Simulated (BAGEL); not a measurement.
# GeH3SF (SMILES [F][GeH2][SH]): HF/STO-3G (density fitting with qzvpp-jkfit)

What is the vertical electron affinity of GeH3SF at HF/STO-3G (density fitting with qzvpp-jkfit)? 

Program for the calculation: BAGEL 1.2.2.

**1. The molecule**

The species is GeH3SF (6 atoms), meant as a singlet with charge 0. SMILES: `[F][GeH2][SH]`. The coordinates come from a PBE0-D4/def2-TZVP relaxation. This is one conformer, not always the lowest.

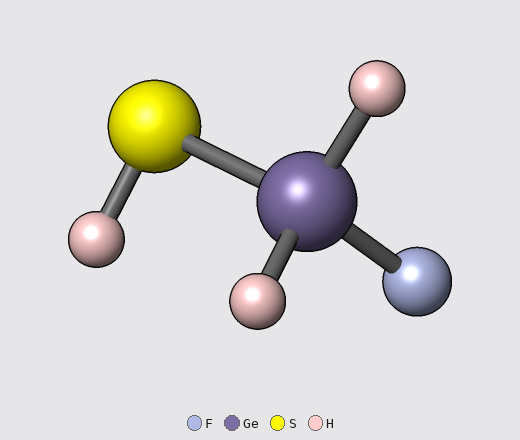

The structure, seen from a chosen angle (fluorine light blue, germanium purple, sulfur yellow, hydrogen pink).

**2. The energy at HF/STO-3G (density fitting with qzvpp-jkfit)**

Input file calc.json:

```json
{ "bagel": [

{
  "title": "molecule",
  "basis": "sto-3g",
  "df_basis": "qzvpp-jkfit",
  "angstrom": true,
  "geometry": [
    { "atom": "F", "xyz": [      -1.827000,       0.202700,       0.284700 ] },
    { "atom": "Ge", "xyz": [      -0.256800,       0.103100,      -0.460100 ] },
    { "atom": "S", "xyz": [       1.293400,       0.470100,       1.056800 ] },
    { "atom": "H", "xyz": [      -0.176000,      -1.316500,      -1.029800 ] },
    { "atom": "H", "xyz": [      -0.189800,       1.236800,      -1.485200 ] },
    { "atom": "H", "xyz": [       1.198400,      -0.760300,       1.587300 ] }
  ]
},

{ "title": "hf" },

{ "title": "print", "file": "orbitals.molden", "orbitals": true }

]}
```

Run with:

```bash
BAGEL_NUM_THREADS=1 BAGEL calc.json > calc.out
```

Output:

```text
* using 1 threads per process

  ===============================================================
  ===============================================================

  *** Geometry ***

  { "atom" : "F", "xyz" : [     -3.452530,      0.383047,      0.538005 ] },
  { "atom" : "Ge", "xyz" : [     -0.485282,      0.194831,     -0.869463 ] },
  { "atom" : "S", "xyz" : [      2.444172,      0.888360,      1.997063 ] },
  { "atom" : "H", "xyz" : [     -0.332592,     -2.487824,     -1.946040 ] },
  { "atom" : "H", "xyz" : [     -0.358670,      2.337213,     -2.806621 ] },
  { "atom" : "H", "xyz" : [      2.264648,     -1.436759,      2.999562 ] },

  Number of auxiliary basis functions:      525

  Since a DF basis is specified, we compute 2- and 3-index integrals:
    o Being stored without compression. Storage requirement is 0.005 GB

  Number of basis functions:       35
  Number of electrons      :       60

    * METHOD: MOLECULE                             0.15

  *** RHF ***

  === Nuclear Repulsion ===
   280.1974620912

      * DIIS with orbital gradients will be used.

  === RHF iteration (sto-3g) ===
      0      -2544.66659207          0.01116871           0.02
      1      -2544.74041269          0.00202332           0.02
      2      -2544.74353412          0.00069593           0.03
      3      -2544.74405268          0.00009905           0.02
      4      -2544.74406300          0.00001940           0.02
      5      -2544.74406329          0.00000281           0.02
      6      -2544.74406330          0.00000091           0.03
      7      -2544.74406330          0.00000021           0.02
      8      -2544.74406330          0.00000006           0.02
      9      -2544.74406330          0.00000001           0.02
     10      -2544.74406330          0.00000000           0.03
    * SCF iteration converged.

    * Permanent dipole moment:
           (   -0.225392,     0.353514,     0.354075) a.u.

    * METHOD: HF                                   0.38

    * METHOD: PRINT                                0.00

  ===============================================================
```

Wall time 0.69 s (1 thread of Intel Xeon 6975P-C (Granite Rapids), shared host).

**3. The doublet anion at the same level**

Input file hf.json:

```json
{ "bagel" : [

{
  "title" : "molecule",
  "basis" : "sto-3g",
  "df_basis" : "qzvpp-jkfit",
  "angstrom" : "true",
  "geometry" : [
    { "atom" : "F", "xyz" : [      -1.827000,       0.202700,       0.284700 ] },
    { "atom" : "Ge", "xyz" : [      -0.256800,       0.103100,      -0.460100 ] },
    { "atom" : "S", "xyz" : [       1.293400,       0.470100,       1.056800 ] },
    { "atom" : "H", "xyz" : [      -0.176000,      -1.316500,      -1.029800 ] },
    { "atom" : "H", "xyz" : [      -0.189800,       1.236800,      -1.485200 ] },
    { "atom" : "H", "xyz" : [       1.198400,      -0.760300,       1.587300 ] }
  ]
},

{
  "title" : "uhf",
  "charge" : -1,
  "nopen" : 1
},

{
  "title" : "print",
  "file" : "orbitals.molden",
  "orbitals" : "true"
}

]}
```

Run with:

```bash
BAGEL_NUM_THREADS=1 BAGEL hf.json > hf.out
```

Output:

```text
* using 1 threads per process

  ===============================================================
  ===============================================================

  *** Geometry ***

  { "atom" : "F", "xyz" : [     -3.452530,      0.383047,      0.538005 ] },
  { "atom" : "Ge", "xyz" : [     -0.485282,      0.194831,     -0.869463 ] },
  { "atom" : "S", "xyz" : [      2.444172,      0.888360,      1.997063 ] },
  { "atom" : "H", "xyz" : [     -0.332592,     -2.487824,     -1.946040 ] },
  { "atom" : "H", "xyz" : [     -0.358670,      2.337213,     -2.806621 ] },
  { "atom" : "H", "xyz" : [      2.264648,     -1.436759,      2.999562 ] },

  Number of auxiliary basis functions:      525

  Since a DF basis is specified, we compute 2- and 3-index integrals:
    o Being stored without compression. Storage requirement is 0.005 GB

  Number of basis functions:       35
  Number of electrons      :       60

    * METHOD: MOLECULE                             0.17

  *** Open-shell HF ***

  === Nuclear Repulsion ===
   280.1974620912

      * DIIS with orbital gradients will be used.

  === UHF iteration (sto-3g) ===
      0      -2544.28601857          0.02018203           0.06
      1      -2544.36761871          0.00394579           0.05
      2      -2544.37642760          0.00158344           0.05
      3      -2544.38114703          0.00104469           0.05
      4      -2544.38380337          0.00069043           0.05
      5      -2544.38642977          0.00034204           0.05
      6      -2544.38754222          0.00018776           0.05
      7      -2544.38782914          0.00013754           0.05
      8      -2544.38796678          0.00006480           0.05
      9      -2544.38799191          0.00003089           0.05
     10      -2544.38799537          0.00001765           0.05
     11      -2544.38799929          0.00000441           0.05
     12      -2544.38799951          0.00000142           0.05
     13      -2544.38799954          0.00000079           0.05
     14      -2544.38799956          0.00000014           0.05
     15      -2544.38799956          0.00000004           0.05
     16      -2544.38799956          0.00000002           0.05
     17      -2544.38799956          0.00000001           0.05
    * SCF iteration converged.

    * S^2 (UHF) is 0.7533

    * Permanent dipole moment:
           (    0.586466,     0.116769,     0.675192) a.u.

    * METHOD: UHF                                  1.00

    * METHOD: PRINT                                0.00

  ===============================================================
```

It took 1.3 s on 1 thread of Intel Xeon 6975P-C (Granite Rapids), shared host.

**4. What came out**

At HF/STO-3G (density fitting with qzvpp-jkfit):

```
                                         quantity           value
                     singlet GeH3SF: total energy  -2544.74406 Eh
                    singlet GeH3SF: dipole moment          1.39 D
                      singlet GeH3SF: HOMO energy        -7.47 eV
                      singlet GeH3SF: LUMO energy        10.13 eV
                    singlet GeH3SF: HOMO–LUMO gap        17.60 eV
                      doublet anion: total energy  -2544.38800 Eh
                              doublet anion: ⟨S²⟩           0.753
vertical electron affinity (to the doublet anion)       -9.689 eV
```

The anion lies 9.69 eV (935 kJ/mol) above the neutral: the electron isn't bound at this level, and such a value depends on the basis. Without diffuse functions anions come out too high. Hartree–Fock misses the correlation that binds many anions. In a minimal basis such a difference can be off by several eV, whatever the method.
